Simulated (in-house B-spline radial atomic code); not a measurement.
**Nb⁷⁺: excited configurations**

How much energy does it take to promote electrons of Nb⁷⁺ to other shells? Each configuration is solved by itself and compared with the reference.

Program: in-house B-spline radial atomic code version 1. Level of theory: Dirac-Hartree-Fock, average of configuration, Fermi nucleus, basis-set limit. These are calculated values, not measurements, unless marked.

### Step 1. The atom as given

* element: niobium (Z = 41)
* charge: +7
* electrons: 34
* configuration: [Ar] 3d10 4s2 4p4
* Hamiltonian: Dirac-Coulomb
* nucleus: Fermi, rms radius 4.324 fm

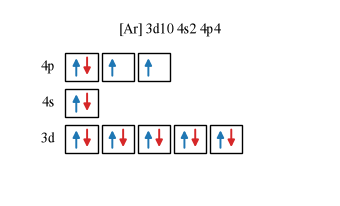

The shells outside the core, filled by Hund's rule for the drawing.

The boxes draw the filling by Hund's rule, which heavy ions in jj coupling don't follow; these runs average over all states of the configuration.

Settings, as recorded:

```ini
Z = 41
electrons = 34.0
configuration = [Ar] 3d10 4s2 4p4
hamiltonian = dirac
method = hf
spin_polarised = False
nucleus = fermi
rms_radius = 4.324
mass_number = 93
atomic_mass = 92.90637317
speed_of_light = 137.035999084
```

The reference is known from an earlier run: -3805.366739 hartree in all. Up to eight levels, counted from the top:

```tsv
orbital	occupation	energy (eV)	<r> (bohr)
3s1/2	2	-598.19	0.4392
3p1/2	2	-508.01	0.4360
3p3/2	4	-491.72	0.4458
3d3/2	4	-333.79	0.4274
3d5/2	6	-330.78	0.4307
4s1/2	2	-168.18	1.095
4p1/2	1.33333	-140.60	1.165
4p3/2	2.66667	-137.92	1.185
```

### Step 2. [Ar] 3d10 4s2 4p3 7d1

The settings differ from step 1 so:

```diff
@@ -2,3 +2,3 @@
 electrons = 34.0
-configuration = [Ar] 3d10 4s2 4p4
+configuration = [Ar] 3d10 4s2 4p3 7d1
 hamiltonian = dirac
```

Results of the run (chosen fields of its result record, rounded):

```text
{
  "status": "converged",
  "iterations": 9,
  "energy [hartree]": {"total": -3801.13863835, "kinetic": 3936.25728732, "nuclear": -9027.50586147, "coulomb": 1402.56992456, "exact_exchange": -112.459988773},
  "breit [hartree]": {"gaunt": 2.471456, "retardation": -0.2432775, "frequency_dependence": -0.01475144},
  "qed [hartree]": {"self_energy": 1.664311, "uehling": -0.187175, "wichmann_kroll": 0.002697958},
  "recoil [hartree]": 0.01592097,
  "total_with_corrections [hartree]": -3797.4294562,
  "orbitals [hartree, bohr; first row names the columns]": [
    ["name", "occ", "eps", "<r>"],
    ["1s1/2", 2.0, -706.73716, 0.036081],
    ["2s1/2", 2.0, -105.63479, 0.15732],
    ["2p1/2", 2.0, -97.003486, 0.13465],
    ["2p3/2", 4.0, -93.458689, 0.13907],
    ["3s1/2", 2.0, -22.640579, 0.43889],
    ["3p1/2", 2.0, -19.322956, 0.43565],
    ["3p3/2", 4.0, -18.723292, 0.44544],
    ["3d3/2", 4.0, -12.927097, 0.42638],
    ["3d5/2", 6.0, -12.816384, 0.42971],
    ["4s1/2", 2.0, -6.6581576, 1.0793],
    ["4p1/2", 1.0, -5.6833471, 1.1426],
    ["4p3/2", 2.0, -5.5810552, 1.1613],
    ["7d3/2", 0.4, -0.85519753, 6.6826],
    ["7d5/2", 0.6, -0.85382677, 6.6939]
  ],
  "sum_r [bohr^k]": {"-1": 220.1842, "1": 21.34024, "2": 61.49978},
  "energy_minus_base [hartree]": 4.228101,
  "energy_minus_base_with_corrections [hartree]": 4.22584494
}
```

Run time: 1 s. Hardware: 1 thread, shared host.

energy_minus_base is the energy less that of the reference run.

### Step 3. [Ar] 3d10 4s1 4p4 7f1

The settings differ from step 2 so:

```diff
@@ -2,3 +2,3 @@
 electrons = 34.0
-configuration = [Ar] 3d10 4s2 4p3 7d1
+configuration = [Ar] 3d10 4s1 4p4 7f1
 hamiltonian = dirac
```

From the record:

```text
{
  "status": "converged",
  "iterations": 9,
  "energy [hartree]": {"total": -3799.9077125, "kinetic": 3934.81060374, "nuclear": -9022.7871755, "coulomb": 1400.03234048, "exact_exchange": -111.963481212},
  "breit [hartree]": {"gaunt": 2.472143, "retardation": -0.2436459, "frequency_dependence": -0.01482356},
  "qed [hartree]": {"self_energy": 1.661606, "uehling": -0.1868839, "wichmann_kroll": 0.002693804},
  "recoil [hartree]": 0.01590178,
  "total_with_corrections [hartree]": -3796.20072149,
  "orbitals [hartree, bohr; first row names the columns]": [
    ["name", "occ", "eps", "<r>"],
    ["1s1/2", 2.0, -706.80561, 0.036082],
    ["2s1/2", 2.0, -105.69747, 0.15734],
    ["2p1/2", 2.0, -97.077119, 0.13465],
    ["2p3/2", 4.0, -93.532365, 0.13907],
    ["3s1/2", 2.0, -22.690477, 0.43956],
    ["3p1/2", 2.0, -19.395183, 0.43541],
    ["3p3/2", 4.0, -18.795138, 0.44517],
    ["3d3/2", 4.0, -12.99733, 0.42618],
    ["3d5/2", 6.0, -12.886477, 0.42949],
    ["4s1/2", 1.0, -6.7963409, 1.0758],
    ["4p1/2", 1.3333, -5.6668273, 1.1434],
    ["4p3/2", 2.6667, -5.5635998, 1.1625],
    ["7f5/2", 0.42857, -0.70060158, 7.7826],
    ["7f7/2", 0.57143, -0.70054478, 7.7835]
  ],
  "sum_r [bohr^k]": {"-1": 220.0691, "1": 22.50824, "2": 80.26426},
  "energy_minus_base [hartree]": 5.45902686,
  "energy_minus_base_with_corrections [hartree]": 5.45457965
}
```

It took 1.2 s on 1 thread, shared host.

### Step 4. Run with [Ar] 3d10 4s2 4p3 5d1

The settings differ from step 3 so:

```diff
@@ -2,3 +2,3 @@
 electrons = 34.0
-configuration = [Ar] 3d10 4s1 4p4 7f1
+configuration = [Ar] 3d10 4s2 4p3 5d1
 hamiltonian = dirac
```

From the record:

```text
{
  "status": "converged",
  "iterations": 9,
  "energy [hartree]": {"total": -3802.19923649, "kinetic": 3937.31103131, "nuclear": -9037.13890691, "coulomb": 1410.1241407, "exact_exchange": -112.495501593},
  "breit [hartree]": {"gaunt": 2.471533, "retardation": -0.2433003, "frequency_dependence": -0.01474965},
  "qed [hartree]": {"self_energy": 1.664265, "uehling": -0.1871706, "wichmann_kroll": 0.002697894},
  "recoil [hartree]": 0.01592443,
  "total_with_corrections [hartree]": -3798.49003725,
  "orbitals [hartree, bohr; first row names the columns]": [
    ["name", "occ", "eps", "<r>"],
    ["1s1/2", 2.0, -706.50077, 0.036081],
    ["2s1/2", 2.0, -105.39784, 0.15732],
    ["2p1/2", 2.0, -96.766482, 0.13465],
    ["2p3/2", 4.0, -93.221729, 0.13907],
    ["3s1/2", 2.0, -22.411248, 0.43897],
    ["3p1/2", 2.0, -19.093702, 0.43575],
    ["3p3/2", 4.0, -18.494304, 0.44555],
    ["3d3/2", 4.0, -12.698209, 0.42654],
    ["3d5/2", 6.0, -12.587584, 0.42988],
    ["4s1/2", 2.0, -6.4504147, 1.0813],
    ["4p1/2", 1.0, -5.4783499, 1.1453],
    ["4p3/2", 2.0, -5.3766805, 1.1641],
    ["5d3/2", 0.4, -1.9183184, 2.8194],
    ["5d5/2", 0.6, -1.9136158, 2.8271]
  ],
  "sum_r [bohr^k]": {"-1": 220.4192, "1": 17.48971, "2": 20.3222},
  "energy_minus_base [hartree]": 3.16750286,
  "energy_minus_base_with_corrections [hartree]": 3.16526389
}
```

Run time: 1 s. Hardware: 1 thread, shared host.

### Step 5. Configuration [Ar] 3d10 4s2 4p3 6g1

The settings differ from step 4 so:

```diff
@@ -2,3 +2,3 @@
 electrons = 34.0
-configuration = [Ar] 3d10 4s2 4p3 5d1
+configuration = [Ar] 3d10 4s2 4p3 6g1
 hamiltonian = dirac
```

From the record:

```text
{
  "status": "converged",
  "iterations": 9,
  "energy [hartree]": {"total": -3801.17980504, "kinetic": 3936.30029527, "nuclear": -9028.49750998, "coulomb": 1403.46762267, "exact_exchange": -112.450213002},
  "breit [hartree]": {"gaunt": 2.471402, "retardation": -0.2432642, "frequency_dependence": -0.01475203},
  "qed [hartree]": {"self_energy": 1.664325, "uehling": -0.1871764, "wichmann_kroll": 0.002697978},
  "recoil [hartree]": 0.01592253,
  "total_with_corrections [hartree]": -3797.47064973,
  "orbitals [hartree, bohr; first row names the columns]": [
    ["name", "occ", "eps", "<r>"],
    ["1s1/2", 2.0, -706.71344, 0.036081],
    ["2s1/2", 2.0, -105.61099, 0.15732],
    ["2p1/2", 2.0, -96.97977, 0.13465],
    ["2p3/2", 4.0, -93.434945, 0.13907],
    ["3s1/2", 2.0, -22.613284, 0.43886],
    ["3p1/2", 2.0, -19.295657, 0.43561],
    ["3p3/2", 4.0, -18.695872, 0.4454],
    ["3d3/2", 4.0, -12.899728, 0.42631],
    ["3d5/2", 6.0, -12.788974, 0.42964],
    ["4s1/2", 2.0, -6.6230873, 1.0789],
    ["4p1/2", 1.0, -5.6477468, 1.1422],
    ["4p3/2", 2.0, -5.5453258, 1.1608],
    ["6g7/2", 0.44444, -0.89550871, 5.4253],
    ["6g9/2", 0.55556, -0.89550804, 5.4253]
  ],
  "sum_r [bohr^k]": {"-1": 220.2084, "1": 20.07277, "2": 44.54009},
  "energy_minus_base [hartree]": 4.18693432,
  "energy_minus_base_with_corrections [hartree]": 4.18465142
}
```

Run time: 1.2 s. Hardware: 1 thread, shared host.

### Step 6. [Ne] 3s2 3p5 3d10 4s2 4p4 6d1

The settings differ from step 5 so:

```diff
@@ -2,3 +2,3 @@
 electrons = 34.0
-configuration = [Ar] 3d10 4s2 4p3 6g1
+configuration = [Ne] 3s2 3p5 3d10 4s2 4p4 6d1
 hamiltonian = dirac
```

From the record:

```text
{
  "status": "converged",
  "iterations": 9,
  "energy [hartree]": {"total": -3788.55991095, "kinetic": 3923.33871515, "nuclear": -8982.89902129, "coulomb": 1380.6159928, "exact_exchange": -109.615597601},
  "breit [hartree]": {"gaunt": 2.454358, "retardation": -0.2408017, "frequency_dependence": -0.01454037},
  "qed [hartree]": {"self_energy": 1.66484, "uehling": -0.1872759, "wichmann_kroll": 0.002699362},
  "recoil [hartree]": 0.01591022,
  "total_with_corrections [hartree]": -3784.86472188,
  "orbitals [hartree, bohr; first row names the columns]": [
    ["name", "occ", "eps", "<r>"],
    ["1s1/2", 2.0, -707.79494, 0.036078],
    ["2s1/2", 2.0, -106.50523, 0.15723],
    ["2p1/2", 2.0, -97.887459, 0.13472],
    ["2p3/2", 4.0, -94.338308, 0.13915],
    ["3s1/2", 2.0, -23.091216, 0.43616],
    ["3p1/2", 1.6667, -19.924434, 0.42951],
    ["3p3/2", 3.3333, -19.316898, 0.4389],
    ["3d3/2", 4.0, -13.499759, 0.41973],
    ["3d5/2", 6.0, -13.387114, 0.42287],
    ["4s1/2", 2.0, -6.8327046, 1.0594],
    ["4p1/2", 1.3333, -5.7785579, 1.1213],
    ["4p3/2", 2.6667, -5.6692159, 1.1399],
    ["6d3/2", 0.4, -1.2432288, 4.5061],
    ["6d5/2", 0.6, -1.2407874, 4.5156]
  ],
  "sum_r [bohr^k]": {"-1": 219.0962, "1": 19.64554, "2": 35.0101},
  "energy_minus_base [hartree]": 16.8068284,
  "energy_minus_base_with_corrections [hartree]": 16.7905793
}
```

Run time: 1.1 s. Hardware: 1 thread, shared host.

### Step 7. Configuration [Ar] 3d10 4s2 4p3 4d1

The settings differ from step 6 so:

```diff
@@ -2,3 +2,3 @@
 electrons = 34.0
-configuration = [Ne] 3s2 3p5 3d10 4s2 4p4 6d1
+configuration = [Ar] 3d10 4s2 4p3 4d1
 hamiltonian = dirac
```

From the record:

```text
{
  "status": "converged",
  "iterations": 9,
  "energy [hartree]": {"total": -3803.86253391, "kinetic": 3938.94253056, "nuclear": -9051.18630444, "coulomb": 1421.07154116, "exact_exchange": -112.690301193},
  "breit [hartree]": {"gaunt": 2.471513, "retardation": -0.2433247, "frequency_dependence": -0.01474291},
  "qed [hartree]": {"self_energy": 1.664079, "uehling": -0.1871529, "wichmann_kroll": 0.002697639},
  "recoil [hartree]": 0.01592395,
  "total_with_corrections [hartree]": -3800.15354108,
  "orbitals [hartree, bohr; first row names the columns]": [
    ["name", "occ", "eps", "<r>"],
    ["1s1/2", 2.0, -706.15252, 0.036081],
    ["2s1/2", 2.0, -105.04464, 0.15733],
    ["2p1/2", 2.0, -96.413719, 0.13466],
    ["2p3/2", 4.0, -92.868985, 0.13908],
    ["3s1/2", 2.0, -22.076316, 0.43918],
    ["3p1/2", 2.0, -18.759286, 0.436],
    ["3p3/2", 4.0, -18.160521, 0.44583],
    ["3d3/2", 4.0, -12.365659, 0.42698],
    ["3d5/2", 6.0, -12.255237, 0.43034],
    ["4s1/2", 2.0, -6.1890816, 1.0919],
    ["4p1/2", 1.0, -5.2350797, 1.1605],
    ["4p3/2", 2.0, -5.1365292, 1.18],
    ["4d3/2", 0.4, -3.5978027, 1.382],
    ["4d5/2", 0.6, -3.5847216, 1.3881]
  ],
  "sum_r [bohr^k]": {"-1": 220.7618, "1": 16.12612, "2": 13.73956},
  "energy_minus_base [hartree]": 1.50420545,
  "energy_minus_base_with_corrections [hartree]": 1.50176006
}
```

It took 1 s on 1 thread, shared host.

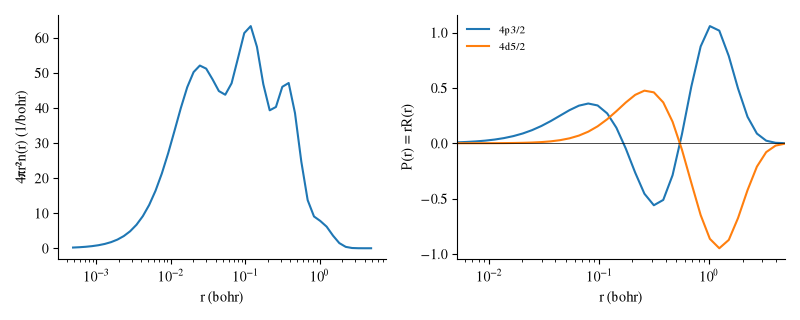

Radial density (left) and the radial functions of 4p3/2, 4d5/2 (right).

Clear maxima of the radial density (full grid of the record): 0.025, 0.12, 0.38 bohr.

X-ray form factor of the spherical density:

```tsv
sinθ/λ (1/Å)	f (electrons)
0	34.000
0.1	33.026
0.2	30.513
0.3	27.342
0.4	24.257
0.6	19.298
0.8	15.509
1	12.377
1.4	8.166
1.8	6.227
2.5	4.709
4	2.450
6	1.330
```

### Step 8. [Ar] 3d9 4s2 4p4 5p1

The settings differ from step 7 so:

```diff
@@ -2,3 +2,3 @@
 electrons = 34.0
-configuration = [Ar] 3d10 4s2 4p3 4d1
+configuration = [Ar] 3d9 4s2 4p4 5p1
 hamiltonian = dirac
```

From the record:

```text
{
  "status": "converged",
  "iterations": 9,
  "energy [hartree]": {"total": -3795.8943861, "kinetic": 3931.35852647, "nuclear": -9004.1560154, "coulomb": 1387.24798368, "exact_exchange": -110.344880851},
  "breit [hartree]": {"gaunt": 2.472831, "retardation": -0.2437625, "frequency_dependence": -0.01486432},
  "qed [hartree]": {"self_energy": 1.665402, "uehling": -0.1872622, "wichmann_kroll": 0.002699231},
  "recoil [hartree]": 0.01594953,
  "total_with_corrections [hartree]": -3792.18339383,
  "orbitals [hartree, bohr; first row names the columns]": [
    ["name", "occ", "eps", "<r>"],
    ["1s1/2", 2.0, -707.35548, 0.036083],
    ["2s1/2", 2.0, -106.3334, 0.15727],
    ["2p1/2", 2.0, -97.696551, 0.13459],
    ["2p3/2", 4.0, -94.152297, 0.13901],
    ["3s1/2", 2.0, -23.030494, 0.43562],
    ["3p1/2", 2.0, -19.701117, 0.4315],
    ["3p3/2", 4.0, -19.089693, 0.44105],
    ["3d3/2", 3.6, -13.388266, 0.41886],
    ["3d5/2", 5.4, -13.274643, 0.42202],
    ["4s1/2", 2.0, -6.6525477, 1.0602],
    ["4p1/2", 1.3333, -5.6023644, 1.1189],
    ["4p3/2", 2.6667, -5.4936109, 1.1375],
    ["5p1/2", 0.33333, -2.5030144, 2.3543],
    ["5p3/2", 0.66667, -2.4743143, 2.3832]
  ],
  "sum_r [bohr^k]": {"-1": 219.6147, "1": 17.51647, "2": 18.41797},
  "energy_minus_base [hartree]": 9.47235325,
  "energy_minus_base_with_corrections [hartree]": 9.47190731
}
```

Run time: 1 s. Hardware: 1 thread, shared host.

### Step 9. [Ne] 3s2 3p5 3d10 4s2 4p4 4d1

The settings differ from step 8 so:

```diff
@@ -2,3 +2,3 @@
 electrons = 34.0
-configuration = [Ar] 3d9 4s2 4p4 5p1
+configuration = [Ne] 3s2 3p5 3d10 4s2 4p4 4d1
 hamiltonian = dirac
```

From the record:

```text
{
  "status": "converged",
  "iterations": 9,
  "energy [hartree]": {"total": -3791.02968394, "kinetic": 3925.76748433, "nuclear": -9003.73471279, "coulomb": 1396.81623435, "exact_exchange": -109.878689826},
  "breit [hartree]": {"gaunt": 2.454347, "retardation": -0.2408383, "frequency_dependence": -0.01453045},
  "qed [hartree]": {"self_energy": 1.66461, "uehling": -0.1872542, "wichmann_kroll": 0.00269905},
  "recoil [hartree]": 0.01591107,
  "total_with_corrections [hartree]": -3787.33473988,
  "orbitals [hartree, bohr; first row names the columns]": [
    ["name", "occ", "eps", "<r>"],
    ["1s1/2", 2.0, -707.27946, 0.036078],
    ["2s1/2", 2.0, -105.98337, 0.15723],
    ["2p1/2", 2.0, -97.366031, 0.13473],
    ["2p3/2", 4.0, -93.816917, 0.13916],
    ["3s1/2", 2.0, -22.594596, 0.43643],
    ["3p1/2", 1.6667, -19.428077, 0.42986],
    ["3p3/2", 3.3333, -18.821407, 0.43928],
    ["3d3/2", 4.0, -13.005585, 0.42027],
    ["3d5/2", 6.0, -12.893202, 0.42343],
    ["4s1/2", 2.0, -6.4278351, 1.071],
    ["4p1/2", 1.3333, -5.3945795, 1.1377],
    ["4p3/2", 2.6667, -5.2888776, 1.1571],
    ["4d3/2", 0.4, -3.7342843, 1.3347],
    ["4d5/2", 0.6, -3.7200711, 1.3409]
  ],
  "sum_r [bohr^k]": {"-1": 219.6044, "1": 16.57065, "2": 14.45386},
  "energy_minus_base [hartree]": 14.3370554,
  "energy_minus_base_with_corrections [hartree]": 14.3205613
}
```

Run time: 1 s. Hardware: 1 thread, shared host.

### Step 10. The excitation energies

| net move | configuration | energy above the reference (eV) | with Breit, QED, recoil (eV) | largest <r> (bohr) |
| --- | --- | --- | --- | --- |
| 4p → 4d | [Ar] 3d10 4s2 4p3 4d1 | 40.932 | 40.865 | 1.39 |
| 4p → 5d | [Ar] 3d10 4s2 4p3 5d1 | 86.192 | 86.131 | 2.83 |
| 4p → 6g | [Ar] 3d10 4s2 4p3 6g1 | 113.93 | 113.87 | 5.43 |
| 4p → 7d | [Ar] 3d10 4s2 4p3 7d1 | 115.05 | 114.99 | 6.69 |
| 4s → 7f | [Ar] 3d10 4s1 4p4 7f1 | 148.55 | 148.43 | 7.78 |
| 3d → 5p | [Ar] 3d9 4s2 4p4 5p1 | 257.76 | 257.74 | 2.38 |
| 3p → 4d | [Ne] 3s2 3p5 3d10 4s2 4p4 4d1 | 390.13 | 389.68 | 1.34 |
| 3p → 6d | [Ne] 3s2 3p5 3d10 4s2 4p4 6d1 | 457.34 | 456.89 | 4.52 |

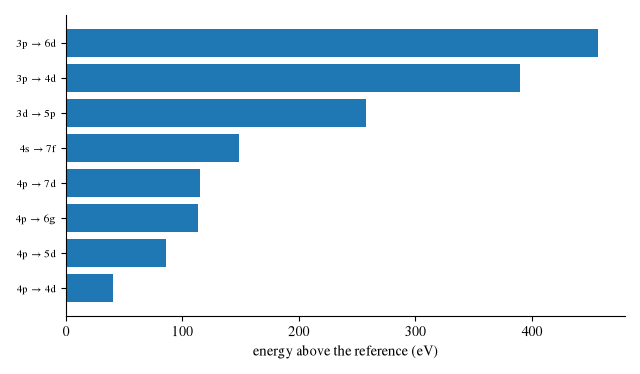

Energy of each configuration above the reference.

Quantum defects of the promoted electron, δ = n − ζ/√(−2ε) with ζ = 8 and ε its orbital energy in hartree:

| promotion | δ |
| --- | --- |
| 4p → 5d | 0.913 |
| 4p → 6g | 0.022 |
| 4p → 7d | 0.880 |
| 4s → 7f | 0.242 |
| 3d → 5p | 1.411 |
| 3p → 6d | 0.924 |

The energies run from 40.932 eV (4p → 4d) to 457.34 eV (3p → 6d). Koopmans' estimate of the ionisation threshold is 137.92 eV; 4 configurations exceed it by over 2 % and could autoionise. Of those tabulated, the defect is largest for 5p (1.41) and least for 6g (0.02): low angular momentum penetrates the core, high angular momentum stays outside it. Two partly filled shells share a symmetry and can mix in the average, which may lower the energy, for: 3d → 5p; 3p → 4d; 3p → 6d. These are averages over configurations, without correlation, not spectroscopic levels.
